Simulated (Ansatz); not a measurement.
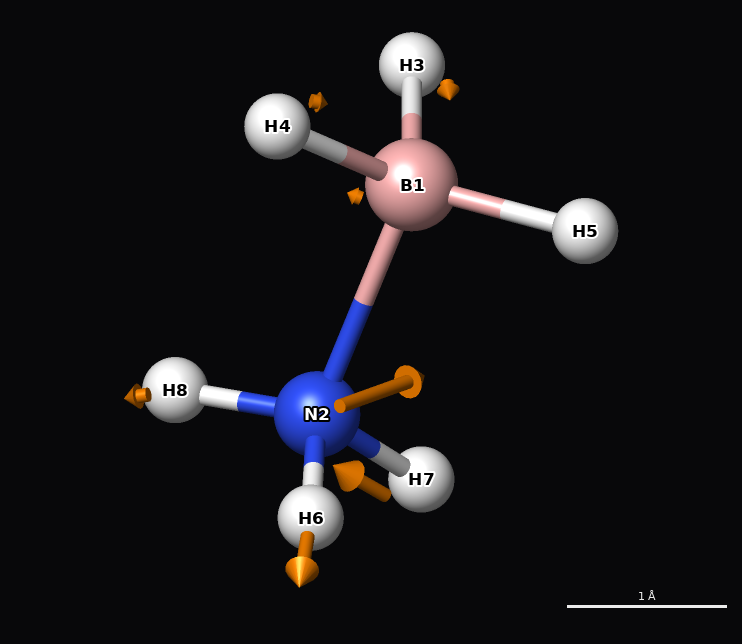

Arrows show the forces on the atoms, 0.2 Å of arrow for 1 eV/Å; forces under a tenth of the largest aren't drawn. Level of theory: PBE0-D4/def2-TZVPP (Ansatz 0.2.0).

On which atom is the force largest, and how large is it?

Answer. On N2: 4.62 eV/Å.

List the force components in the frame of the picture (x right, y up, z towards the viewer), in eV/Å.

```csv
atom,Fx,Fy,Fz
B1,−0.45,0.18,0.05
N2,2.69,0.97,−3.63
H3,0.09,−0.54,0.42
H4,0.53,−0.10,−0.18
H5,−0.13,0.29,0.03
H6,−0.27,−1.63,2.00
H7,−1.69,0.97,1.66
H8,−0.78,−0.13,−0.36
```
